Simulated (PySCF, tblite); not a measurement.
**C₆H₉FNO radical: geometry, infrared bands and EPR parameters**

Wanted: the infrared bands and EPR parameters of C₆H₉FNO radical (`[H]/N=C(\C=C/O[CH2])CCF`), by calculation.

Computed with tblite 0.8.0 and PySCF 2.14.0, with density-fitted response routines of our own, on a single molecule in the gas phase. Atoms count from 0, in the outputs and in this text.

## Step 1: Starting geometry

18 atoms, charge 0, multiplicity 2; geometry from: force field or distance geometry start.

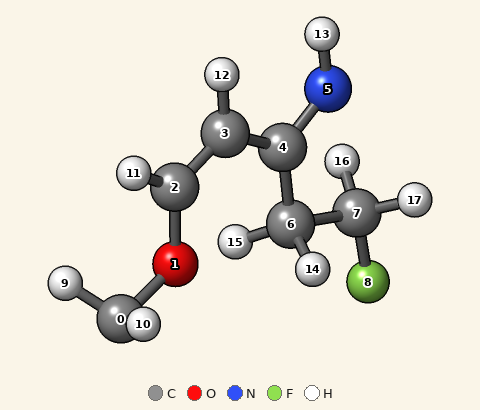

As it starts; carbon grey, oxygen red, nitrogen blue, fluorine green, hydrogen white, atoms numbered.

## Step 2: Relaxing the molecule with GFN2-xTB

The job: settings as JSON, then the geometry in Å.

```
{"job": {"kind": "relax", "xc": "GFN2-xTB", "basis": "xTB"}, "charge": 0, "multiplicity": 2}
C      2.686500     0.595500    -1.591200
O      1.508000     0.135100    -0.903700
C      1.785800    -0.806000     0.130500
C      0.776600    -1.242200     0.865600
C     -0.605200    -0.822400     0.700200
N     -1.486400    -1.343700     1.496300
C     -1.050100     0.147400    -0.327300
C     -2.556400     0.300900    -0.149500
F     -3.054300     1.186000    -1.074200
H      3.264500    -0.345400    -1.776400
H      3.282100     1.113600    -0.792900
H      2.783300    -1.152800     0.300200
H      1.056200    -1.972000     1.658200
H     -1.163600    -2.035400     2.226200
H     -0.608600     1.143800    -0.082400
H     -0.804600    -0.187200    -1.337300
H     -3.021100    -0.700700    -0.210500
H     -2.801500     0.727000     0.856700
```

Run with:

```bash
> OMP_NUM_THREADS=1 python probes_run.py task.json out
```

The driver reads the jobs from task.json and runs them one after another.

Log:

```text
step      E/eV     max force
  0    -788.39720    4.048
  1    -788.87301    2.349
  2    -789.08656    1.461
  3    -789.20641    0.952
  4    -789.29870    0.753
  5    -789.33607    0.624
  6    -789.37432    0.683
  7    -789.40947    0.506
  8    -789.44830    0.538
  9    -789.48805    0.552
 10    -789.54365    0.708
 11    -789.60840    0.704
 12    -789.66033    0.449
 13    -789.69345    0.438
 14    -789.71776    0.446
 15    -789.74131    0.683
 16    -789.77731    0.465
 17    -789.83797    0.453
 18    -789.87721    0.403
 19    -789.90408    0.350
 20    -789.92905    0.426
 21    -789.94943    0.407
 22    -789.96120    0.593
 23    -789.97751    0.264
 24    -789.98798    0.216
 25    -789.99728    0.229
 26    -790.00634    0.233
 27    -790.01534    0.198
 28    -790.02444    0.219
 29    -790.03551    0.225
 30    -790.04897    0.255
 31    -790.05831    0.296
 32    -790.07027    0.253
 33    -790.07916    0.207
 34    -790.09314    0.235
 35    -790.09888    0.251
 36    -790.10466    0.177
 37    -790.10857    0.204
 38    -790.11458    0.211
 39    -790.12052    0.266
 40    -790.12628    0.188
 41    -790.12951    0.106
 42    -790.13139    0.089
 43    -790.13256    0.088
 44    -790.13423    0.073
 45    -790.13506    0.052
 46    -790.13554    0.046
 47    -790.13587    0.047
 48    -790.13624    0.046
 49    -790.13659    0.061
 50    -790.13694    0.046
 51    -790.13731    0.046
 52    -790.13777    0.061
 53    -790.13819    0.066
 54    -790.13851    0.048
 55    -790.13871    0.031
 56    -790.13888    0.036
 57    -790.13906    0.046
 58    -790.13929    0.045
 59    -790.13954    0.039
 60    -790.13980    0.036
 61    -790.14008    0.041
 62    -790.14042    0.044
 63    -790.14079    0.046
 64    -790.14111    0.039
 65    -790.14137    0.034
 66    -790.14162    0.043
 67    -790.14192    0.045
 68    -790.14226    0.042
 69    -790.14254    0.047
 70    -790.14276    0.037
 71    -790.14299    0.037
 72    -790.14329    0.047
 73    -790.14362    0.045
 74    -790.14389    0.042
 75    -790.14411    0.036
 76    -790.14432    0.037
 77    -790.14460    0.037
 78    -790.14492    0.043
 79    -790.14518    0.039
 80    -790.14534    0.032
 81    -790.14544    0.024
 82    -790.14555    0.032
 83    -790.14566    0.043
 84    -790.14576    0.038
 85    -790.14586    0.026
 86    -790.14595    0.022
 87    -790.14602    0.016
 88    -790.14608    0.021
 89    -790.14613    0.017
 90    -790.14619    0.015
 91    -790.14624    0.014
 92    -790.14627    0.014
 93    -790.14630    0.014
 94    -790.14634    0.014
 95    -790.14640    0.017
 96    -790.14647    0.016
 97    -790.14652    0.017
 98    -790.14657    0.018
 99    -790.14663    0.018
100    -790.14673    0.017
101    -790.14685    0.020
102    -790.14694    0.022
103    -790.14698    0.018
104    -790.14701    0.012
105    -790.14703    0.012
106    -790.14706    0.010
```

It took 0.59 s on 1 thread of Arm Neoverse V2, shared host.

Along the way: (not every step is listed)

```csv
step,energy from step 0 (eV),largest force (eV/Å)
0,0.0000,4.0480
1,-0.4758,2.3485
2,-0.6894,1.4608
3,-0.8092,0.9524
4,-0.9015,0.7529
5,-0.9389,0.6236
6,-0.9771,0.6830
7,-1.0123,0.5063
8,-1.0511,0.5380
17,-1.4408,0.4525
26,-1.6091,0.2330
35,-1.7017,0.2512
44,-1.7370,0.0726
53,-1.7410,0.0659
62,-1.7432,0.0435
71,-1.7458,0.0365
80,-1.7481,0.0321
89,-1.7489,0.0172
98,-1.7494,0.0184
101,-1.7496,0.0196
102,-1.7497,0.0225
103,-1.7498,0.0177
104,-1.7498,0.0124
105,-1.7498,0.0121
106,-1.7499,0.0099
```

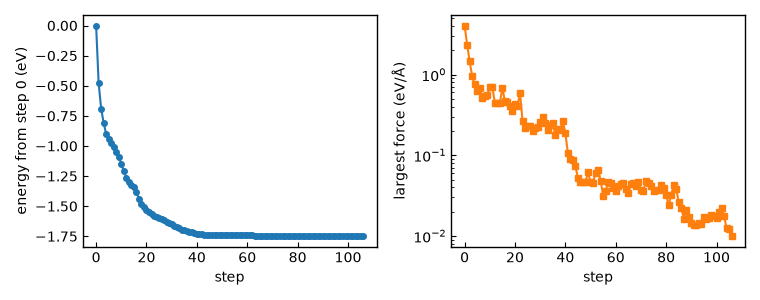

Energy and largest force along the relaxation.

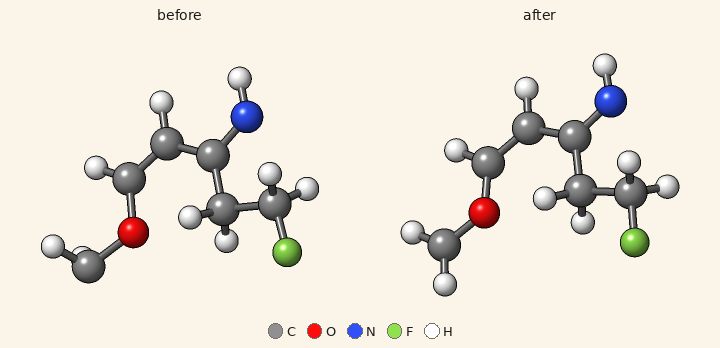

Before and after, at one scale.

Distances of close pairs at the start and the end, largest changes first:

```csv
bond,before (Å),after (Å),change (Å)
C0–O1,1.440,1.319,-0.121
O1–C2,1.426,1.327,-0.098
C0–H10,1.123,1.070,-0.052
C0–H9,1.120,1.076,-0.043
C2–C3,1.323,1.361,+0.038
N5–H13,1.056,1.018,-0.038
C3–H12,1.113,1.082,-0.031
C7–H17,1.120,1.092,-0.028
```

The next job starts from the end point, and lists it.

## Step 3: Harmonic vibrations with GFN2-xTB

The job: settings as JSON, then the geometry in Å.

```
{"job": {"kind": "ir", "xc": "GFN2-xTB", "basis": "xTB"}, "charge": 0, "multiplicity": 2}
C      2.768704     0.499534    -1.401882
O      1.712280     0.069777    -0.739654
C      1.794752    -0.880526     0.183418
C      0.732226    -1.351753     0.890552
C     -0.654182    -0.953802     0.804194
N     -1.584828    -1.457370     1.518266
C     -1.036132     0.114145    -0.182766
C     -2.526832     0.408803    -0.137600
F     -2.835343     1.390975    -1.052941
H      3.748322     0.094188    -1.215523
H      2.586015     1.275781    -2.115863
H      2.786735    -1.288851     0.365009
H      0.952327    -2.126786     1.612552
H     -1.270735    -2.174742     2.169126
H     -0.476958     1.027714     0.034119
H     -0.760491    -0.205522    -1.190862
H     -3.114070    -0.474964    -0.397293
H     -2.830550     0.774956     0.845494
```

Log:

```text
mode    cm-1     km/mol
  1      59.1      0.62
  2      90.7      7.30
  3      94.7      1.27
  4      99.0      1.13
  5     167.1      0.84
  6     188.5      2.74
  7     290.6      1.95
  8     300.8      0.54
  9     368.3      2.92
 10     402.6     54.00
 11     407.6     10.07
 12     474.8      9.68
 13     518.1     16.46
 14     533.5      2.67
 15     731.6      2.61
 16     752.8      9.24
 17     809.0     12.72
 18     845.7     68.80
 19     876.9      2.60
 20     891.7      3.81
 21     984.5      5.56
 22    1028.6     73.61
 23    1039.4      1.50
 24    1087.6     16.51
 25    1096.7      2.21
 26    1139.4     82.59
 27    1160.9     10.09
 28    1223.1     59.39
 29    1240.2    100.16
 30    1241.5      0.40
 31    1300.0     85.85
 32    1320.4      8.35
 33    1355.2     15.13
 34    1365.7     76.20
 35    1383.7     52.73
 36    1451.6      6.10
 37    1455.4      1.27
 38    1563.1     79.95
 39    1622.5    183.48
 40    2959.0      2.50
 41    2974.9      5.20
 42    2977.7     33.77
 43    2985.6     25.21
 44    2994.6     34.91
 45    3070.4     24.19
 46    3099.1     14.97
 47    3192.5     13.10
 48    3333.8     24.22
```

Wall time 0.5 s (1 thread of Arm Neoverse V2, shared host).

Which atoms move in the most intense modes:

```csv
cm⁻¹,km/mol,atoms
846,68.8,"H13 53 %, H12 14 %"
1029,73.6,"C7 48 %, F8 34 %"
1139,82.6,"H13 29 %, H12 14 %, O1 14 %, H9 11 %"
1240,100.2,"H15 21 %, H14 19 %, H16 11 %, C6 11 %"
1300,85.8,"H11 29 %, O1 18 %, H16 10 %, H17 10 %"
1366,76.2,"H9 30 %, H10 25 %, C0 12 %"
1563,80.0,"C2 42 %, C3 40 %"
1622,183.5,"C4 58 %, N5 34 %"
```

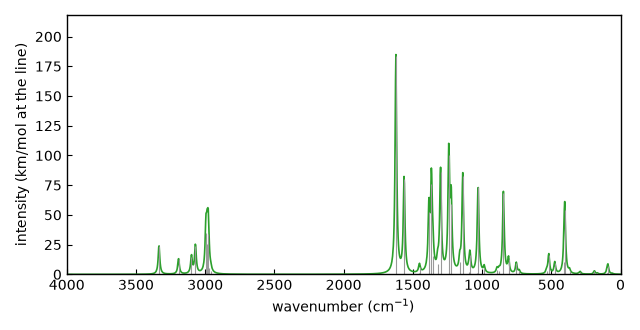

The infrared spectrum from these modes, unscaled. Lines are broadened to a width of 14 cm⁻¹ (Lorentzian).

## Step 4: EPR parameters: B3LYP/pcH-1

Same as in step 3 but for these lines:

```diff
@@ -1,2 +1,2 @@
-{"job": {"kind": "ir", "xc": "GFN2-xTB", "basis": "xTB"}, "charge": 0, "multiplicity": 2}
+{"job": {"kind": "epr", "basis": "pcH-1"}, "charge": 0, "multiplicity": 2}
 C      2.768704     0.499534    -1.401882
```

With the program's defaults for keys left out, this is: UKS B3LYP, pcH-1 on C F H N O, non-relativistic, mean-field spin-orbit, GIAO.

Log:

```text
UKS, coarse grid
  cycle   1  E = -463.67687224  |g| = 5.37e-01
  cycle   2  E = -463.49528288  |g| = 8.49e-01
  cycle   3  E = -463.78111658  |g| = 1.59e-01
  cycle   4  E = -463.79123899  |g| = 7.60e-02
  cycle   5  E = -463.79353578  |g| = 2.11e-02
  cycle   6  E = -463.79373120  |g| = 7.21e-03
  cycle   7  E = -463.79375720  |g| = 3.51e-03
  cycle   8  E = -463.79376384  |g| = 1.81e-03
  cycle   9  E = -463.79376793  |g| = 8.53e-04
UKS, final grid
  cycle   1  E = -463.79380877  |g| = 1.28e-03
  cycle   2  E = -463.79380731  |g| = 2.31e-03
  cycle   3  E = -463.79380991  |g| = 2.77e-04
  cycle   4  E = -463.79381001  |g| = 1.88e-04
  cycle   5  E = -463.79381017  |g| = 1.37e-04
  cycle   6  E = -463.79381018  |g| = 2.99e-05
  cycle   7  E = -463.79381018  |g| = 1.28e-05
E = -463.79381018 Eh   <S^2> = 0.7591 (exact 0.7500)
g shifts (ppm)      1          2          3
  rmc          -179       -179       -179
  gc             -2         46         34
  oz_so         -17        833       1761
  total        -198        700       1616
hyperfine (MHz)  atom isotope    a_iso     a_fc   dipolar eigenvalues
    0   13C      80.59      80.59    -77.19    -74.82    152.02
    1   17O     -12.32     -12.32    -45.14     21.44     23.70
    2   13C     -10.24     -10.24    -10.22      2.84      7.38
    3   13C      11.57      11.57    -11.12    -10.05     21.17
    4   13C      -7.54      -7.54     -4.45      1.46      2.99
    5   14N       2.53       2.53     -3.24     -3.18      6.42
    6   13C       0.32       0.32     -0.45     -0.14      0.59
    7   13C      -0.25      -0.25     -0.11     -0.03      0.14
    8   19F       0.02       0.02     -0.42     -0.32      0.74
    9    1H     -61.84     -61.84    -36.33      0.21     36.12
   10    1H     -63.34     -63.34    -36.33      0.07     36.26
   11    1H       3.03       3.03     -4.18     -4.05      8.23
   12    1H      -9.09      -9.09     -4.92     -0.74      5.67
   13    1H      -4.60      -4.60     -2.70     -1.32      4.02
   14    1H      -2.30      -2.30     -1.94     -1.14      3.08
   15    1H      -2.34      -2.34     -1.92     -1.12      3.05
   16    1H       0.19       0.19     -0.58     -0.10      0.68
   17    1H       0.20       0.20     -0.58     -0.10      0.68
```

Wall time 100 s (1 thread of Arm Neoverse V2, shared host); peak memory 1.1 GiB.

Principal g values 2.00212, 2.00302, 2.00394; g(iso) = 2.00303, against 2.00232 for a free electron.

Hyperfine couplings; where a row names several nuclei, a(iso) is their mean (it holds for fast rotation or exchange) and the dipolar term the largest among them:

```csv
nuclei,isotope,a(iso) (MHz),"a(iso) (G, at g = 2.0023)",largest dipolar term (MHz)
C0,13C,80.6,28.8,152.0
"H9, H10",1H,-62.6,-22.3,-36.3
O1,17O,-12.3,-4.4,-45.1
C3,13C,11.6,4.1,21.2
C2,13C,-10.2,-3.7,-10.2
H12,1H,-9.1,-3.2,5.7
C4,13C,-7.5,-2.7,-4.4
H13,1H,-4.6,-1.6,4.0
H11,1H,3.0,1.1,8.2
N5,14N,2.5,0.9,6.4
"H14, H15",1H,-2.3,-0.8,3.1
C6,13C,0.3,0.1,0.6
C7,13C,-0.2,-0.1,0.1
"H16, H17",1H,0.2,0.1,0.7
```

Mulliken spin populations:

C0 0.93; O1 0.06; C2 -0.08; C3 0.14; C4 -0.03; N5 0.07; C6 0.00; C7 0.00; F8 0.00; H9 -0.04; H10 -0.04; H11 0.00; H12 -0.01; H13 0.00; H14 0.00; H15 0.00; H16 0.00; H17 0.00

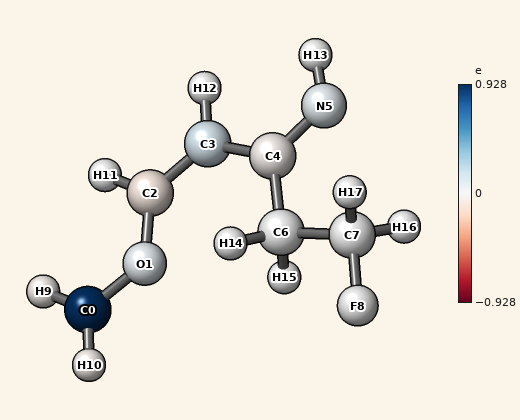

Mulliken spin populations, as colours on the atoms.

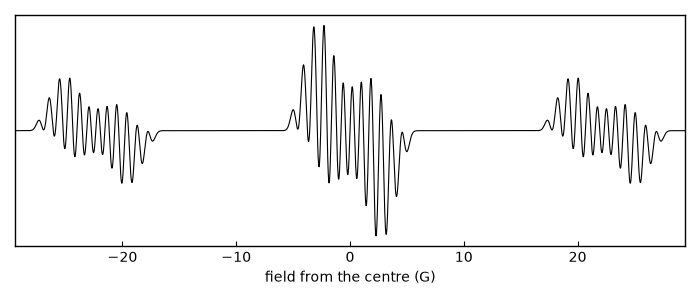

First-order isotropic spectrum (first derivative, main isotopes with spin only, couplings over 0.8 MHz, Gaussian width 0.3 G; couplings of the frozen geometry, rotation of groups not averaged beyond the rows shown).

The fields below are evaluated on a grid from the run's orbitals.

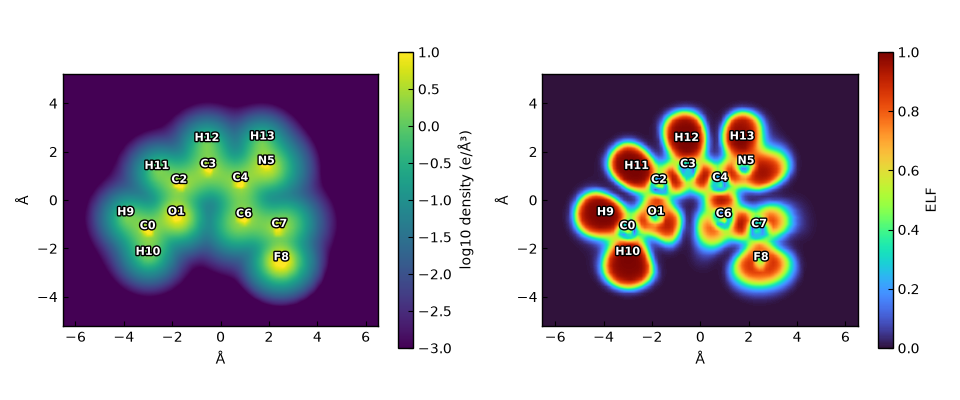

Density (left) and ELF (right) in a plane through or near 14 of the atoms.

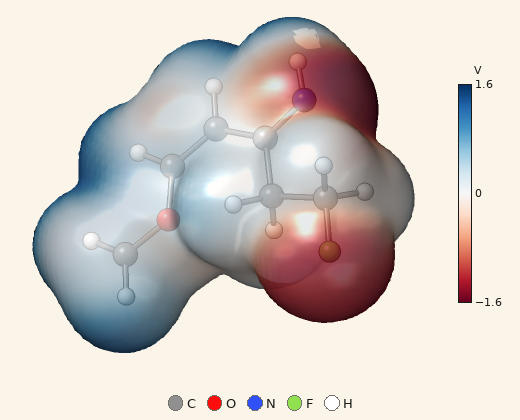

Electrostatic potential on the surface of density 0.002 e/bohr³; red is low, blue high. It runs from -1.60 V near N5 to 1.53 V near H11.

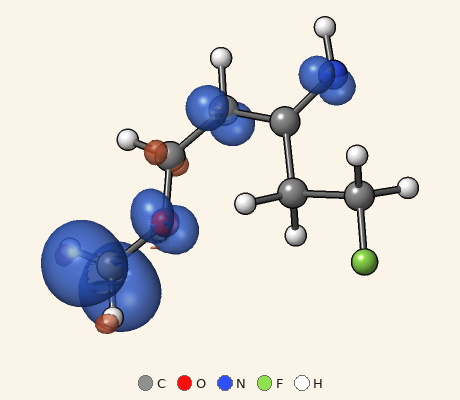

Spin density at ±0.04 e/Å³ (alpha excess blue, beta excess red).

## Step 5: What came out

```
                                 quantity                  value
strongest single infrared mode (GFN2-xTB)  1622 cm⁻¹, 183 km/mol
             zero-point energy (GFN2-xTB)          86.6 kcal/mol
                           g(iso) (B3LYP)                2.00303
                                     ⟨S²⟩     0.759 (exact 0.75)
       largest a(iso) (averaged by class)    13C on C0, 80.6 MHz
    surface potential, least and greatest     -1.60 V and 1.53 V
```

In words: Relaxing lowered the energy by 1.750 eV in 106 steps; the close pair that moved most is C0–O1, from 1.440 to 1.319 Å. All 48 modes are real, so the xTB geometry is a minimum. The strongest single mode, at 1622 cm⁻¹, moves mainly C4 and N5. GFN2-xTB is a fitted tight-binding method: band positions and strengths are rough. Its intensities can rank the bands wrongly. Most of the unpaired spin sits on C0 (0.93 e). The isotropic g lies 0.7 ppt above the free-electron value.
